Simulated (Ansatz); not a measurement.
BF$_{2}$HS···HF

The calculation's input:

```
crystal:
  periodic: [false, false, false]
  atoms:
    - {symbol: B, position_ang: [-0.599372, -0.167033, -0.307904]}
    - {symbol: S, position_ang: [0.907349, 1.125330, -0.139685]}
    - {symbol: F, position_ang: [-0.336844, -1.245878, -1.040195]}
    - {symbol: F, position_ang: [-1.779095, 0.432887, -0.428660]}
    - {symbol: H, position_ang: [0.388369, 0.198627, 1.162312]}
    - {symbol: F, position_ang: [-0.428829, -0.575465, 1.241414]}
    - {symbol: H, position_ang: [1.848421, 0.231432, -0.487282]}
basis:
  gaussian: {orbitals: def2-TZVPP}
hamiltonian: {xc: pbe0, dispersion: d4}
output: {orbitals: {seedname: orbitals}}
```

Launched as:

```sh
ansatz run in.yaml --threads 4 --pin off --events-out ev --progress --plain --max-ram 9574MiB
```

A transition-state structure; geometry: PBE0-D4/def2-TZVP.

Computed with RKS PBE0-D4/def2-TZVPP (Ansatz).

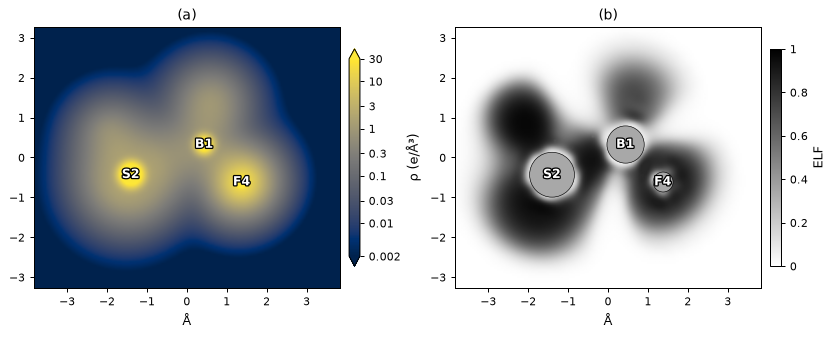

Figure 1. (a) electron density; (b) ELF on the plane of atoms S2, B1 and F4. Grey discs cover the atomic cores in the ELF map.

> What do the fields say about this system?

The section cuts through B, S and F sites. B–F (1.33 Å): the density is about 2.2 e/Å³ at the midpoint; the ELF peaks at about 0.85 between the atoms; a polar covalent bond. B–S (1.99 Å): ρ at the midpoint is about 0.93 e/Å³, with its minimum of 0.77 e/Å³ about 0.6 Å from B; the ELF peaks at about 0.95 between the atoms: a shared electron pair. The ELF also peaks beside S2 and F4, away from the bonds: lone-pair regions.

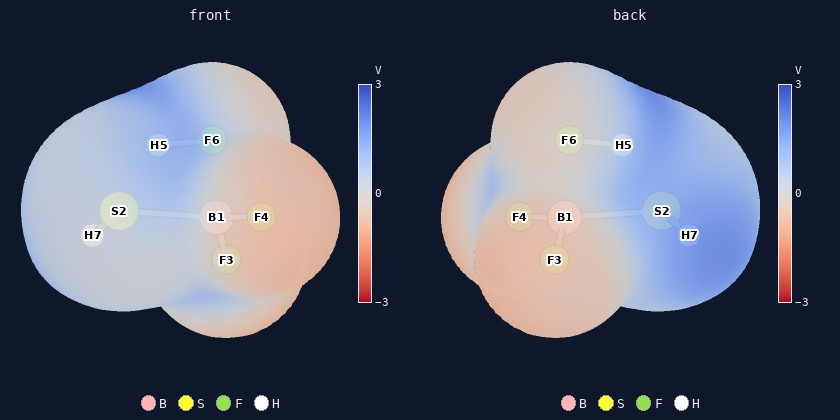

Figure 2. The electrostatic potential painted on the density surface at 0.002 e/bohr³, seen from the front and from behind; red is negative and blue positive.

> Where is the surface potential most negative and most positive?

The most negative region (about −0.8 V) lies over F3 and F4, the most positive (about +2.0 V) over H7.

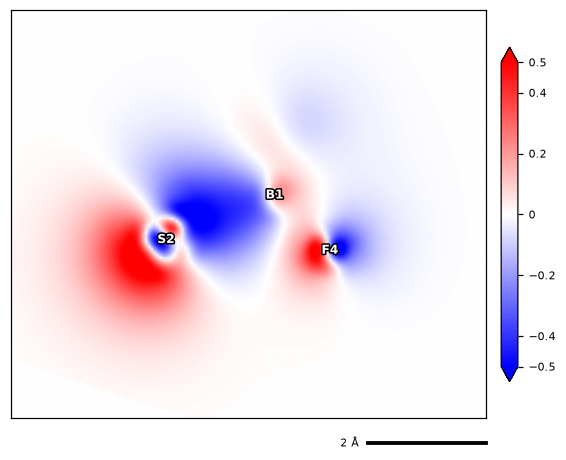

Figure 3. The HOMO−1 on the plane of atoms S2, B1 and F4 (values in Å⁻³ᐟ²; the overall sign is arbitrary).

> Where does this orbital lie, and at what energy?

By Hirshfeld shares it lies mainly on S2 (about 60 %), B1 (about 10 %), F3 (about 10 %) and F6 (about 10 %). Its energy is −9.72 eV.
